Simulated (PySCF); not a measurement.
**C$_{4}$H$_{13}$N$_{3}$OSi: density, localisation and related maps**

Input

```
{"job": {"kind": "nmr", "xc": "PBE0", "basis": "pcSseg-1"}, "charge": 0, "multiplicity": 1}
C     -1.029575     2.750696     0.290037
N     -0.266244     1.775858     0.443574
Si    -0.296164     0.187274    -0.251381
O     -1.187158     0.154450    -1.621463
N     -1.008989    -0.958067     0.844176
C     -2.393860    -0.881261     1.259550
N      1.354033    -0.162742    -0.569313
C      1.753524    -1.148309    -1.537578
C      2.374673     0.102601     0.410650
H     -1.863649     2.785749    -0.416427
H     -0.870035     3.646736     0.887138
H     -1.396538    -0.690866    -2.009557
H     -0.422886    -1.263695     1.606551
H     -2.733800    -1.861920     1.599213
H     -2.996045    -0.575988     0.406618
H     -2.554919    -0.156268     2.065283
H      2.693921    -0.845021    -2.007743
H      1.905453    -2.135771    -1.080983
H      0.993793    -1.234181    -2.309384
H      2.599580    -0.785797     1.015921
H      3.296211     0.414855    -0.089363
H      2.038262     0.901051     1.063630
```

Launched as:

```sh
OMP_NUM_THREADS=1 python probes_run.py task.json out
```

Geometry: GFN2-xTB.

Level of theory: PBE0/pcSseg-1, SCF density, gas phase, non-relativistic in PySCF 2.14.0.

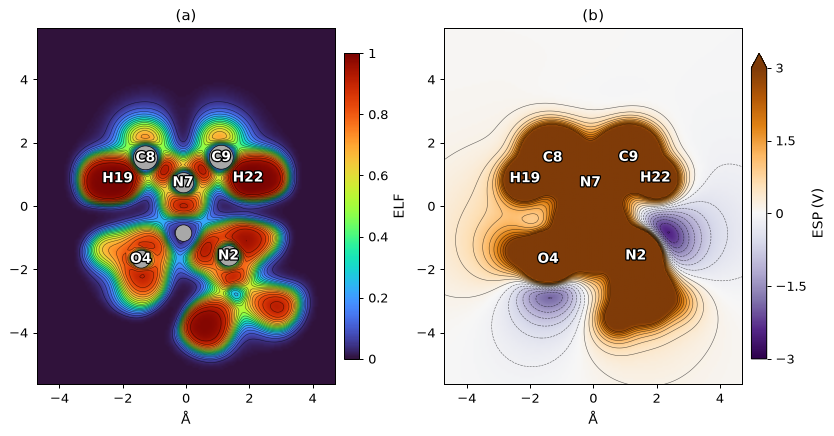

Figure 1. (a) electron localisation function; (b) molecular electrostatic potential on the plane of atoms N7, C9 and H22. Grey discs cover the atomic cores in the ELF map.

**What does the map show?**

- The section cuts through N, O, C and H sites.
- C–N (1.44 Å): the ELF peaks at about 0.90 between the atoms; a covalent bond.
- C–H (1.08 Å): the ELF climbs to about 1 towards the hydrogen, as it does in any bond to H; a covalent bond by its length.
- The ELF also peaks beside O4 and N2, away from the bonds: lone-pair regions.
- Outside the dense part of the molecule the potential is most negative (−2.4 V) near N2.

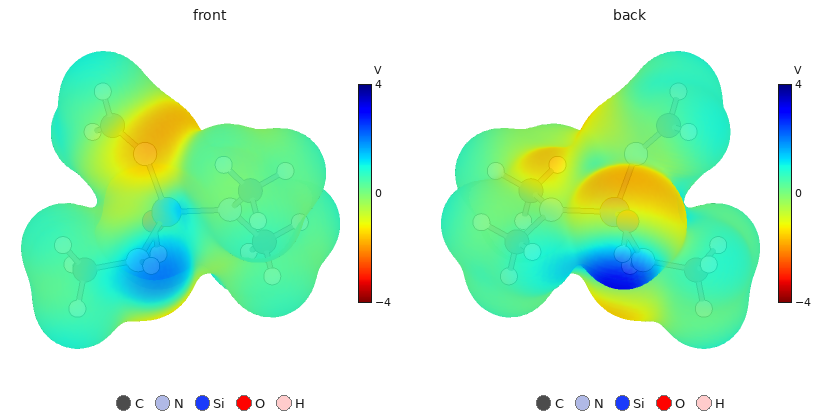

Figure 2. The molecular electrostatic potential painted on the density surface at 0.004 e/bohr³, seen from the front and from behind; the colour scale runs from red (negative) to blue (positive).

**Describe the electrostatic potential map.**

The most negative region (about −1.8 V) lies over N2 and O4, the most positive (about +3.0 V) over H12.
